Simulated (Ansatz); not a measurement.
# How fast states decay through KLaCl4

Aim: relax a made-up compound, KLaCl4, and see how good a tunnel barrier it would be. It is built by putting Cl for F in the KLaF4 structure of space group P4/mmm, with the volume rescaled by atomic radii. The parent structure comes from the Materials Project.

Calculated with Ansatz 0.2.0; PBE DFT, plane waves, PAW files, in the first sound run; inputs show where later runs differ.

The structure was built from a prototype and need not be the compound's stable phase.

### Step 1. The starting structure

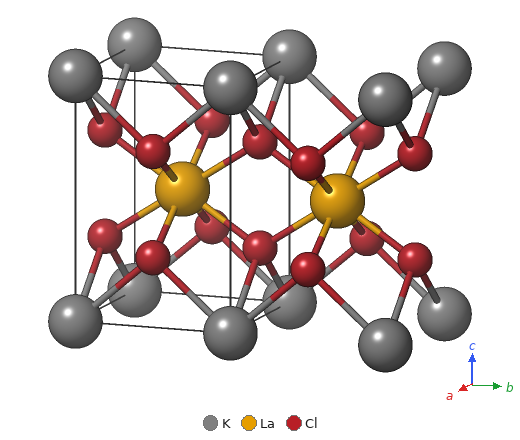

The starting structure, seen slightly off an axis (potassium grey, lanthanum orange, chlorine red). 1×2×1 cells are drawn. Some periodic images of atoms are drawn too.

### Step 2. Cell and atoms at rest

The substituted atoms don't fit the parent's cell, so cell and atoms relax together. A small smearing keeps the run stable in case the gap closes on the way.

input.yaml

```yaml
crystal:
  lattice:
    - [4.5464157333, 0.0, 0.0]
    - [0.0, 4.5464157333, 0.0]
    - [0.0, 0.0, 6.868015314]
  atoms:
    - { symbol: K, position: [0.0, 0.0, 0.0] }
    - { symbol: La, position: [0.5, 0.5, 0.5] }
    - { symbol: Cl, position: [0.5, 0.0, 0.71639365] }
    - { symbol: Cl, position: [0.0, 0.5, 0.28360635] }
    - { symbol: Cl, position: [0.5, 0.0, 0.28360635] }
    - { symbol: Cl, position: [0.0, 0.5, 0.71639365] }
kpoints:
  mp_grid: { grid: [6, 6, 4] }
scf:
  occupations: { method: gaussian, width: 0.03 }
hamiltonian:
  xc: pbe
output:
  forces: true
  stress: true
relax:
  f_tol: 0.02
  max_steps: 60
  cell: {}
```

The run is started by

```sh
$ ansatz run input.yaml --threads 2 --pin off --max-ram 4096MiB --backend cpu --events-out ev --progress --plain --runs-dir out
```

Numbers of over 12 decimals in the logs are rounded to 6 here.

What it wrote:

```text
Engine: ansatz 0.2.0, aarch64-unknown-linux-gnu
Pseudopotentials: kind: paw
Pseudopotential: K, paw, valence charge 9, recommended cutoff 420 eV (normal), K.paw.azcp
Pseudopotential: La, paw, valence charge 11, recommended cutoff 420 eV (normal), La.paw.azcp
Pseudopotential: Cl, paw, valence charge 7, recommended cutoff 420 eV (normal), Cl.paw.azcp
Functional definition: PBE
  parameter kappa = 0.804
  parameter beta = 0.066725
  exchange = pbe_x(kappa = kappa, mu = beta*pi^2/3)
  correlation = pbe_c(beta = beta)
Crystal: 6 atoms, lattice volume = 141.961 Å³
Basis set: ecut = 420 eV, 2799 PW (Γ), exchange–correlation on 64×64×96 points (8 copies of the dense FFT grid, shifted against one another)
Bands: 30, of which v1, the nominal top of the filled ones, is band 24 counted from 1 (23 counted from 0)
Symmetry: 16 space group operations
Space group: P4/mmm (ITA 123), of the structure as read, at distance tolerance 5.2e-5 Å
k-points: 30 of 144
Non-local potential: K, projectors of the file, l = 0: 3, l = 1: 2, l = 2: 2
Non-local potential: La, projectors of the file, l = 0: 3, l = 1: 2, l = 2: 2, l = 3: 3
Non-local potential: Cl, projectors of the file, l = 0: 2, l = 1: 2, l = 2: 2
PAW form: soft (Blöchl's): semilocal exchange-correlation on the pseudo side does not see the compensation charge
PAW one-centre angular grid: K, 110 points (default); XC on 64 Gauss nodes
PAW one-centre angular grid: La, 590 points (default); XC on 64 Gauss nodes
PAW one-centre angular grid: Cl, 110 points (default); XC on 64 Gauss nodes
Initial density: superposition of atomic densities (neutral atoms: chi_scale 0, normalization atom), corrected by the library's trained network
Initial wavefunctions: pseudopotential atomic-orbital guess
Functional: x = pbe(κ = 0.804, μ = 0.219515), c = pbe(β = 0.066725)
SCF iter   1: F=—  HF=-12118.024003 eV  |F-HF|=—  |Δ(HF+E_count)|=         —  Δρ=1.70e-3  dr2=7.35e-3  ethr=1.77e-3  ⟨swp⟩=6.9  Hψ=3762  notcnv=0
preconditioner: auto → Resta (q_TF=auto, 2.277 Å⁻¹)  ε∞=4.1  [insulator: Δε(μ)=4.224 eV  Ē_g=11.761 eV  σ=0.030 eV  W_gap=1.00  n_scr=28 (ndim 8)  ℏωp=20.7 eV  f_vac=0.085  D(μ)=0.00/eV (n_scr^D=0)  ε∞_Penn≈4.1]
SCF iter   2: F=—  HF=-12118.017283 eV  |F-HF|=—  |Δ(HF+E_count)|=   6.72e-3  Δρ=9.63e-4  dr2=1.50e-3  ethr=1.53e-5  ⟨swp⟩=2.4  Hψ=1970  notcnv=0  defer=35
SCF iter   3: F=—  HF=-12118.017619 eV  |F-HF|=—  |Δ(HF+E_count)|=   3.37e-4  Δρ=2.86e-4  dr2=1.70e-4  ethr=3.12e-6  ⟨swp⟩=2.0  Hψ=1349  notcnv=0  defer=35
SCF iter   4: F=—  HF=-12118.017975 eV  |F-HF|=—  |Δ(HF+E_count)|=   3.56e-4  Δρ=7.36e-5  dr2=1.57e-5  ethr=3.53e-7  ⟨swp⟩=2.1  Hψ=1455  notcnv=0  defer=35
SCF iter   5: F=—  HF=-12118.018022 eV  |F-HF|=—  |Δ(HF+E_count)|=   4.73e-5  Δρ=2.01e-5  dr2=1.00e-6  ethr=3.28e-8  ⟨swp⟩=2.0  Hψ=1450  notcnv=0  defer=35
SCF iter   6: F=-12118.018024 eV  HF=-12118.018024 eV  |F-HF|=1.82e-8  |Δ(HF+E_count)|=   1.91e-6  Δρ=4.33e-6  dr2=2.98e-8  ethr=2.08e-10  ⟨swp⟩=3.0  Hψ=3893  notcnv=0
SCF 1 converged in 6 iterations: F = -12118.018024 eV  dr2 = 2.98e-8
  greatest PAW one-centre occupation: 0.988 electrons in one spin orbital (limit 2), on the K atom at site 0 (counted from 0), in its partial waves of l = 0
relax step   1: F+E_penalty+E_count = -12118.01802404 eV  Δ(F+E_penalty+E_count) = +0.000e0 eV  max|allowed force component| = 1.487e0 eV/Å  Δτ_max = 0.0000 Å  P = +14.787 GPa  Ω = 141.961 Å³  (6 SCF iters, dr2 threshold 1.00e-7 eV, accepted)
Crystal: 6 atoms, lattice volume = 163.334 Å³
Basis set: ecut = 420 eV, 3185 PW (Γ), exchange–correlation on 64×64×96 points (8 copies of the dense FFT grid, shifted against one another)
Initial density: handed on by an earlier stage of this run
Initial wavefunctions: those handed on with the density
iter 1 solved again at ethr=6.68e-4 eV; its pass at ethr=3.10e-3 eV (dr2=3.21e-1 eV) is discarded
SCF iter   1: F=—  HF=-12119.445237 eV  |F-HF|=—  |Δ(HF+E_count)|=         —  Δρ=8.08e-3  dr2=3.20e-1  ethr=6.68e-4  ⟨swp⟩=1.0  Hψ=6330  notcnv=0
preconditioner: auto → Resta (q_TF=auto, 2.225 Å⁻¹)  ε∞=4.0  [insulator: Δε(μ)=4.342 eV  Ē_g=11.174 eV  σ=0.030 eV  W_gap=1.00  n_scr=36 (ndim 8)  ℏωp=19.3 eV  f_vac=0.114  D(μ)=0.00/eV (n_scr^D=0)  ε∞_Penn≈4.0]
SCF iter   2: F=—  HF=-12119.352828 eV  |F-HF|=—  |Δ(HF+E_count)|=   9.24e-2  Δρ=4.24e-3  dr2=6.75e-2  ethr=6.67e-4  ⟨swp⟩=4.2  Hψ=1849  notcnv=0
SCF iter   3: F=—  HF=-12119.330653 eV  |F-HF|=—  |Δ(HF+E_count)|=   2.22e-2  Δρ=1.50e-3  dr2=6.60e-3  ethr=1.41e-4  ⟨swp⟩=3.7  Hψ=1934  notcnv=0
SCF iter   4: F=—  HF=-12119.329656 eV  |F-HF|=—  |Δ(HF+E_count)|=   9.97e-4  Δρ=3.34e-4  dr2=4.53e-4  ethr=1.38e-5  ⟨swp⟩=2.7  Hψ=1721  notcnv=0
SCF iter   5: F=—  HF=-12119.329984 eV  |F-HF|=—  |Δ(HF+E_count)|=   3.28e-4  Δρ=1.15e-4  dr2=4.46e-5  ethr=9.44e-7  ⟨swp⟩=2.1  Hψ=1682  notcnv=0
SCF iter   6: F=—  HF=-12119.330068 eV  |F-HF|=—  |Δ(HF+E_count)|=   8.50e-5  Δρ=2.91e-5  dr2=2.36e-6  ethr=9.29e-8  ⟨swp⟩=2.2  Hψ=1394  notcnv=0
SCF iter   7: F=-12119.330075 eV  HF=-12119.330075 eV  |F-HF|=4.10e-7  |Δ(HF+E_count)|=   6.08e-6  Δρ=7.87e-6  dr2=1.19e-7  ethr=1.25e-9  ⟨swp⟩=4.9  Hψ=3549  notcnv=0
SCF 2 converged in 7 iterations: F = -12119.330075 eV  dr2 = 1.19e-7
relax step   2: F+E_penalty+E_count = -12119.33007497 eV  Δ(F+E_penalty+E_count) = -1.312e0 eV  max|allowed force component| = 2.864e-1 eV/Å  Δτ_max = 0.1294 Å  P = +2.596 GPa  Ω = 163.334 Å³  energy of the carried Pulay correction = -4.103e-4 eV  (7 SCF iters, dr2 threshold 6.00e-7 eV, accepted)
Crystal: 6 atoms, lattice volume = 179.547 Å³
Basis set: ecut = 420 eV, 3501 PW (Γ), exchange–correlation on 64×64×96 points (8 copies of the dense FFT grid, shifted against one another)
iter 1 solved again at ethr=1.89e-4 eV; its pass at ethr=3.10e-3 eV (dr2=9.05e-2 eV) is discarded
SCF iter   1: F=—  HF=-12119.514148 eV  |F-HF|=—  |Δ(HF+E_count)|=         —  Δρ=5.15e-3  dr2=9.14e-2  ethr=1.89e-4  ⟨swp⟩=2.0  Hψ=5561  notcnv=0
preconditioner: auto → Resta (q_TF=auto, 2.190 Å⁻¹)  ε∞=4.1  [insulator: Δε(μ)=3.584 eV  Ē_g=10.474 eV  σ=0.030 eV  W_gap=1.00  n_scr=36 (ndim 8)  ℏωp=18.4 eV  f_vac=0.130  D(μ)=0.00/eV (n_scr^D=0)  ε∞_Penn≈4.1]
SCF iter   2: F=—  HF=-12119.491366 eV  |F-HF|=—  |Δ(HF+E_count)|=   2.28e-2  Δρ=2.38e-3  dr2=1.53e-2  ethr=1.89e-4  ⟨swp⟩=3.2  Hψ=1663  notcnv=0
SCF iter   3: F=—  HF=-12119.487155 eV  |F-HF|=—  |Δ(HF+E_count)|=   4.21e-3  Δρ=7.88e-4  dr2=2.43e-3  ethr=3.18e-5  ⟨swp⟩=2.1  Hψ=1482  notcnv=0
SCF iter   4: F=—  HF=-12119.486361 eV  |F-HF|=—  |Δ(HF+E_count)|=   7.94e-4  Δρ=2.21e-4  dr2=1.86e-4  ethr=5.06e-6  ⟨swp⟩=2.0  Hψ=1440  notcnv=0
SCF iter   5: F=—  HF=-12119.486523 eV  |F-HF|=—  |Δ(HF+E_count)|=   1.62e-4  Δρ=7.72e-5  dr2=1.45e-5  ethr=3.88e-7  ⟨swp⟩=2.1  Hψ=1552  notcnv=0
SCF iter   6: F=—  HF=-12119.486542 eV  |F-HF|=—  |Δ(HF+E_count)|=   1.88e-5  Δρ=1.85e-5  dr2=6.65e-7  ethr=3.03e-8  ⟨swp⟩=2.2  Hψ=1434  notcnv=0
SCF iter   7: F=-12119.486543 eV  HF=-12119.486543 eV  |F-HF|=1.40e-7  |Δ(HF+E_count)|=   1.47e-6  Δρ=4.30e-6  dr2=5.75e-8  ethr=1.25e-9  ⟨swp⟩=4.6  Hψ=3235  notcnv=0
SCF 3 converged in 7 iterations: F = -12119.486543 eV  dr2 = 5.75e-8
  greatest PAW one-centre occupation: 0.987 electrons in one spin orbital (limit 2), on the K atom at site 0 (counted from 0), in its partial waves of l = 0
relax step   3: F+E_penalty+E_count = -12119.48654337 eV  Δ(F+E_penalty+E_count) = -1.565e-1 eV  max|allowed force component| = 1.556e-1 eV/Å  Δτ_max = 0.1221 Å  P = +0.229 GPa  Ω = 179.547 Å³  energy of the carried Pulay correction = -6.855e-4 eV  (7 SCF iters, dr2 threshold 6.00e-7 eV, accepted)
[...]
relax step   4: F+E_penalty+E_count = -12119.49465476 eV  Δ(F+E_penalty+E_count) = -8.111e-3 eV  max|allowed force component| = 2.475e-2 eV/Å  Δτ_max = 0.0223 Å  P = +0.089 GPa  Ω = 178.738 Å³  energy of the carried Pulay correction = -6.725e-4 eV  (5 SCF iters, dr2 threshold 6.00e-7 eV, accepted)
[...]
relax step   5: F+E_penalty+E_count = -12119.49488472 eV  Δ(F+E_penalty+E_count) = -2.300e-4 eV  max|allowed force component| = 1.526e-3 eV/Å  Δτ_max = 0.0032 Å  P = +0.018 GPa  Ω = 178.879 Å³  energy of the carried Pulay correction = -6.748e-4 eV  (5 SCF iters, dr2 threshold 4.29e-8 eV, accepted)
[...]
relax step   6: F+E_penalty+E_count = -12119.49899325 eV  Δ(F+E_penalty+E_count) = -4.109e-3 eV  max|allowed force component| = 1.352e-3 eV/Å  Δτ_max = 0.0000 Å  P = +0.069 GPa  Ω = 178.879 Å³  stress off target by 7.48e-2 GPa  SCF on the basis re-selected at this cell (its energy is not comparable with the rows above)  (6 SCF iters)
[...]
relax step   7: F+E_penalty+E_count = -12119.49907997 eV  Δ(F+E_penalty+E_count) = -8.672e-5 eV  max|allowed force component| = 6.839e-4 eV/Å  Δτ_max = 0.0010 Å  P = +0.012 GPa  Ω = 179.234 Å³  energy of the carried Pulay correction = -4.029e-6 eV  (5 SCF iters, dr2 threshold 1.40e-8 eV, accepted)
iter 1 solved again at ethr=6.88e-7 eV; its pass at ethr=3.10e-3 eV (dr2=3.30e-4 eV) is discarded
SCF iter   1: F=—  HF=-12119.499068 eV  |F-HF|=—  |Δ(HF+E_count)|=         —  Δρ=2.07e-6  dr2=7.70e-9  ethr=6.88e-7  ⟨swp⟩=3.0  Hψ=5829  notcnv=0
eigensolver tolerance schedule: the retry pair's looser diagonalisation over-reported the residual by 42872.30 of it (diagonalisation noise at an unbounded share of the residual, at the tolerance the schedule requests for it); recorded, not acted on — ethr = c·dr2/N_el stays at c = 1.0e-1
preconditioner: auto → Resta (q_TF=auto, 2.190 Å⁻¹)  ε∞=4.2  [insulator: Δε(μ)=3.304 eV  Ē_g=10.256 eV  σ=0.030 eV  W_gap=1.00  n_scr=36 (ndim 8)  ℏωp=18.4 eV  f_vac=0.117  D(μ)=0.00/eV (n_scr^D=0)  ε∞_Penn≈4.2]
SCF iter   2: F=—  HF=-12119.499084 eV  |F-HF|=—  |Δ(HF+E_count)|=   1.55e-5  Δρ=1.13e-6  dr2=2.78e-9  ethr=1.60e-11  ⟨swp⟩=3.7  Hψ=2361  notcnv=0
SCF iter   3: F=—  HF=-12119.499084 eV  |F-HF|=—  |Δ(HF+E_count)|=   1.38e-8  Δρ=5.87e-7  dr2=1.08e-9  ethr=5.79e-12  ⟨swp⟩=2.0  Hψ=1150  notcnv=0
SCF iter   4: F=—  HF=-12119.499084 eV  |F-HF|=—  |Δ(HF+E_count)|=   4.63e-9  Δρ=2.15e-7  dr2=1.00e-10  ethr=2.26e-12  ⟨swp⟩=2.0  Hψ=1309  notcnv=0
SCF iter   5: F=-12119.499084 eV  HF=-12119.499084 eV  |F-HF|=1.09e-10  |Δ(HF+E_count)|=  2.07e-10  Δρ=1.44e-7  dr2=2.25e-11  ethr=1.00e-12  ⟨swp⟩=4.0  Hψ=3168  notcnv=0
SCF 8 converged in 5 iterations: F = -12119.499084 eV  dr2 = 2.25e-11
relax step   8: F+E_penalty+E_count = -12119.49908393 eV  Δ(F+E_penalty+E_count) = -3.962e-6 eV  max|allowed force component| = 6.868e-4 eV/Å  Δτ_max = 0.0000 Å  P = +0.012 GPa  Ω = 179.234 Å³  stress off target by 1.57e-2 GPa  SCF on the basis re-selected at this cell (its energy is not comparable with the rows above)  (5 SCF iters)
basis re-selected at this cell: Δ(F+E_penalty+E_count) = -3.962e-6 eV, ΔP = +0.000 GPa vs the last step (what re-selecting the basis moved, of the pressure what is left beyond the Pulay correction that the steps carried, after the strain that the cell walked since its last selection, with what the two solves' SCF thresholds leave and, on support functions, any second-order correction that the steps lacked; it is no m [...]
SCF converged after 5 iterations
Free energy (F): -12119.499084 eV
Harris-Foulkes:  -12119.499084 eV  (|F-HF|=1.09e-10)
Internal energy: -12119.499084 eV  (E = F + TS)
E sigma→0 (E₀):  -12119.499084 eV
Fermi energy:    4.573168 eV
--- Per-component energies (eV) ---
  E_band       = -279.469563
  E_kinetic    = 1089.298473
  E_local      = -2127.592811  (includes V_loc(G=0)·N_el)
  E_nonlocal   = 222.892076
  E_hartree    = 709.298566
  E_xc         = -703.901675
  E_vxc        = -801.561114  (∫ρ·V_xc dr)
  E_paw        = -8836.255369  (= ΣΔE_a)
  E_vpaw       = -81.103734  (= ΣTr[D̂ρ^β])
  E_aug_tail   = 0.000356  (compensation charges beyond the density's cutoff)
  E_ewald      = -2473.238699
  E_smearing   = -0.000000  (= −TS)
  E_closure    = -0.000000  (closes the sum)
  Σ components = -12119.499084   (vs F -12119.499084, Δ=0.00e0)
--- Forces (eV/Å), atoms counted from 1 ---
  atom   1  K     -0.00000000     0.00000000     0.00000000
  atom   2  La     0.00000000    -0.00000000     0.00000000
  atom   3  Cl     0.00000000     0.00000000    -0.00068680
  atom   4  Cl     0.00000000     0.00000000     0.00068680
  atom   5  Cl    -0.00000000    -0.00000000     0.00068680
  atom   6  Cl    -0.00000000    -0.00000000    -0.00068680
  max |Σ_I F_I| component: 6.94e-18 eV/Å
--- Stress (GPa, compression-positive) ---
        0.010005       0.000000       0.000000
        0.000000       0.010005      -0.000000
        0.000000      -0.000000       0.015654
  P = ⅓ Tr σ = 0.0119 GPa (0.119 kbar)
--- Relaxed structure (6 steps of the walk, 6 accepted, 2 SCFs on fresh bases) ---
  F+E_penalty+E_count = -12119.49908393 eV   max|allowed force component| = 6.868e-4 eV/Å   (the final SCF, on the basis selected at the relaxed cell)
  cell:  # Å, volume = 179.2341 Å³
    - [4.895259, 0, 0]
    - [0, 4.895259, 0]
    - [0, 0, 7.479441]
  atoms:
    - { symbol: K, position: [0, 0, 4.209667074272744e-19] }
    - { symbol: La, position: [0.5, 0.5, 0.5] }
    - { symbol: Cl, position: [0.5, 0, 0.721008] }
    - { symbol: Cl, position: [0, 0.5, 0.278992] }
    - { symbol: Cl, position: [0.5, 0, 0.278992] }
    - { symbol: Cl, position: [0, 0.5, 0.721008] }
```

It took 29 s on 2 threads of Arm Neoverse V2, shared host; peak memory 0.51 GiB; 57 s of CPU time.

Relaxation path:

| step | energy less that of the first step (eV) | largest force component (eV/Å) | pressure (GPa) | volume (Å³) |
| --- | --- | --- | --- | --- |
| 1 | 0.0000 | 1.4869 | 14.79 | 141.96 |
| 2 | -1.3121 | 0.2864 | 2.60 | 163.33 |
| 3 | -1.4685 | 0.1556 | 0.23 | 179.55 |
| 4 | -1.4766 | 0.0247 | 0.09 | 178.74 |
| 5 | -1.4769 | 0.0015 | 0.02 | 178.88 |
| 6* | -1.4810 | 0.0014 | 0.07 | 178.88 |
| 7 | -1.4811 | 0.0007 | 0.01 | 179.23 |
| 8* | -1.4811 | 0.0007 | 0.01 | 179.23 |

Relaxation steps marked * repeat the geometry before them on a plane-wave basis chosen anew for their cell, so energy and pressure can jump there.

The run keeps the 16 symmetry operations that it works with, so distortions that break them were not tested.

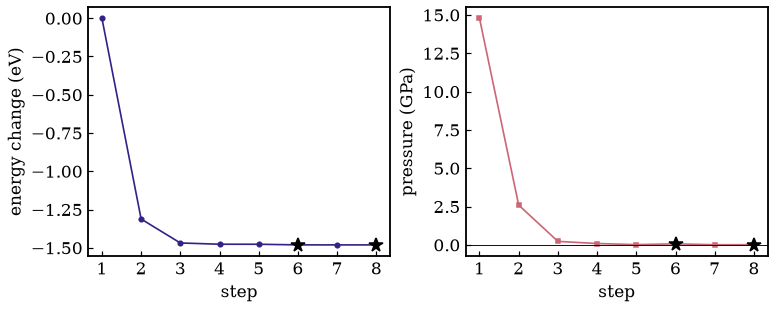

Energy and pressure along the relaxation. Stars mark steps on a basis chosen anew.

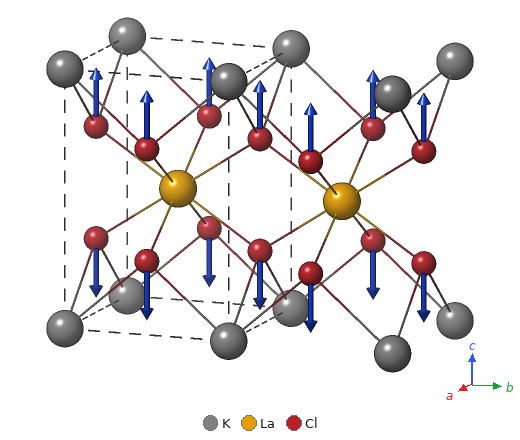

Displacements in the relaxation, exaggerated, measured against the changing cell; the longest in the cell stands for 0.03 Å. 1×2×1 cells are drawn. Some periodic images of atoms are drawn too.

| conventional cell, symmetrised | before | after | change |
| --- | --- | --- | --- |
| a (Å) | 4.546 | 4.895 | +7.7 % |
| b (Å) | 4.546 | 4.895 | +7.7 % |
| c (Å) | 6.868 | 7.479 | +8.9 % |
| volume (Å³/atom) | 23.66 | 29.87 | +26.3 % |

The atoms that moved most (Å, as changes of fractional coordinates times the final cell):

| atom | dx | dy | dz | length |
| --- | --- | --- | --- | --- |
| Cl3 | 0.000 | 0.000 | 0.035 | 0.035 |
| Cl6 | 0.000 | 0.000 | 0.035 | 0.035 |
| Cl5 | 0.000 | 0.000 | -0.035 | 0.035 |
| Cl4 | 0.000 | 0.000 | -0.035 | 0.035 |

Final coordinates:

```cif
data_structure
_symmetry_space_group_name_H-M 'P 1'
_symmetry_Int_Tables_number 1
_cell_length_a 4.8953
_cell_length_b 4.8953
_cell_length_c 7.4794
_cell_angle_alpha 90.000
_cell_angle_beta 90.000
_cell_angle_gamma 90.000
_cell_volume 179.23
loop_
_atom_site_label
_atom_site_type_symbol
_atom_site_fract_x
_atom_site_fract_y
_atom_site_fract_z
_atom_site_occupancy
K1 K 0.00000 0.00000 0.00000 1
La2 La 0.50000 0.50000 0.50000 1
Cl3 Cl 0.50000 0.00000 0.72101 1
Cl4 Cl 0.00000 0.50000 0.27899 1
Cl5 Cl 0.50000 0.00000 0.27899 1
Cl6 Cl 0.00000 0.50000 0.72101 1
```

This step gave:

| Item | Value |
| --- | --- |
| free energy | -12119.4991 eV |
| Fermi energy | 4.573 eV |
| pressure | 0.01189 GPa |

The largest force component on a free atom ends at 6.9e-4 eV/Å.

(Continued in part 2 of 3.)

[Logs are printed without paths, hosts, clocks, repeated set-up lines and the standing remarks that a program may print on its own settings, such as how far it seeks lower states.]

[Hosts, paths, dates, database ids (printed as entryN), source tags and the programs' standing remarks are cut or masked in the printed files.]
